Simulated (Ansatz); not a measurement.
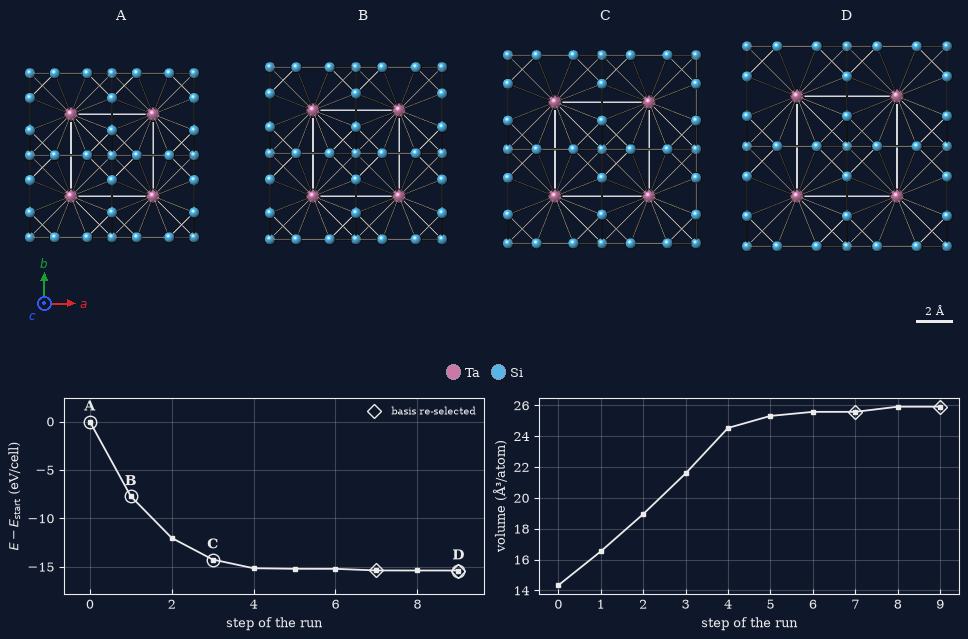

Frames of a relaxation of solid TaSi$_{6}$ (a generated structure, set up in Pm-3m) (coarse preliminary run), marked on the history of the run. A ball-and-stick model of the cell of the calculation, seen along the c axis.

Computed with DFT PBE, scalar-relativistic, plane waves, PAW in Ansatz.

The input:
```yaml
crystal:
  lattice:
    - [4.64644313, 0.0, 0.0]
    - [0.0, 4.64644313, 0.0]
    - [0.0, 0.0, 4.64644313]
  atoms:
    - { symbol: Ta, position: [0.0, 0.0, 0.0] }
    - { symbol: Si, position: [0.19750001, 0.5, 0.5] }
    - { symbol: Si, position: [0.5, 0.19750001, 0.5] }
    - { symbol: Si, position: [0.80249999, 0.5, 0.5] }
    - { symbol: Si, position: [0.5, 0.80249999, 0.5] }
    - { symbol: Si, position: [0.5, 0.5, 0.19750001] }
    - { symbol: Si, position: [0.5, 0.5, 0.80249999] }
basis:
  ecutwfc: 420
kpoints:
  mp_grid: { grid: [4, 4, 4] }
hamiltonian:
  xc: pbe
scf:
  occupations: { method: gaussian, width: 0.1 }
  lower_state_search: "off"
output:
  forces: true
  stress: true
  eigenvalues: true
relax:
  adjacent_minimum: "off"
  f_tol: 0.04
  max_steps: 70
  cell: { stress_tol: 0.4 }
```

Run as
```bash
ansatz run input.yaml --threads 1 --pin off --max-ram 2048MiB --backend cpu --events-out ev --progress --plain --runs-dir out
```

What happens along the run?

Answer. Over 7 accepted moves (9 points after the start) the energy falls by 15.378 eV per cell of the calculation. Largest force component: 5 eV/Å at the start, 0.0035 eV/Å at the end. The pressure goes from 103.91 to 0.00 GPa. The SCF was repeated twice at an unchanged geometry on a basis and grid sized afresh for the cell, which shifted the energy by 0.168 eV per cell of the calculation at most. The largest moves relative to the cell, 0.004 Å, are those of Si2, Si3, Si4, Si5, Si6 and Si7. Si4 goes along −a. Ta stays in place. Cell: a = b = c 4.646 → 5.661 Å (+21.8 %). Volume +80.8 %. Near-neighbour distances that change, for instance: Ta1–Si2 3.411 → 4.157 Å, Si2–Si4 2.811 → 3.416 Å, Si2–Si3 1.988 → 2.416 Å, Si2–Si4 (another image) 1.835 → 2.245 Å. The space group stays Pm-3m (No. 221). The run took 22 s on 1 thread of Arm Neoverse V2 (shared host), peak memory 0.4 GiB. From step 0 to 1: volume +15.3 %, energy −7.708 eV per cell of the calculation. From step 1 to 3: volume +30.6 %, energy −6.534 eV per cell of the calculation. From step 3 to 9: volume +20.1 %, energy −1.135 eV per cell of the calculation.

```tsv
step	E − E(0), meV/atom	largest force component, eV/Å	pressure, GPa	volume, Å³/atom	note
0	0.00	4.9521	103.91	14.331	
1	-1101.21	1.2541	56.65	16.530	
2	-1716.30	0.7233	28.02	18.948	
3	-2034.67	0.0623	12.82	21.587	
4	-2163.34	0.4267	2.60	24.536	
5	-2171.58	0.1758	0.63	25.319	
6	-2172.27	0.0031	-0.01	25.581	
7	-2196.21	0.0026	0.64	25.581	same geometry, new basis
8	-2196.83	0.0038	0.00	25.917	
9	-2196.87	0.0035	0.00	25.917	same geometry, new basis
```
